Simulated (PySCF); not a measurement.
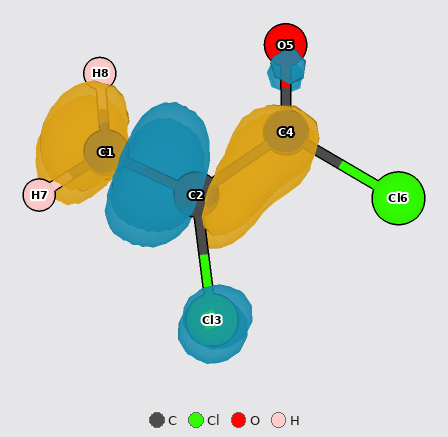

C$_{3}$H$_{2}$Cl$_{2}$O, SMILES `C=C(Cl)C(=O)Cl`. Unrelaxed difference density of T₁ less the ground state (CIS triplet states), ±0.02 e/Å³; yellow: gain, teal: loss.

Level of theory: HF/def2-SVP (PySCF), at a geometry from GFN2-xTB. No frequency check shows the geometry to be a minimum. GFN2-xTB bond lengths at metals and heavier atoms can be off by up to 0.1 Å and shapes distorted, which carries into these values. Without diffuse functions Rydberg states are missing, so the states' numbers hold for this basis only.

How does the charge move on excitation?

0.34 e is displaced in all, of which about 0.2 e passes between atoms: C2 (0.09 e) and Cl3 (0.05 e) lose electrons and C4 (0.06 e) gains them. The state: 2.97 eV (418 nm), spin-forbidden from the singlet ground state, π → π*; the leading pair carries 97 %; hole on C1 (36 %), C2 (35 %) and Cl3 (10 %), electron on C1 (40 %), C2 (26 %) and C4 (12 %); their centroids lie 0.2 Å apart.
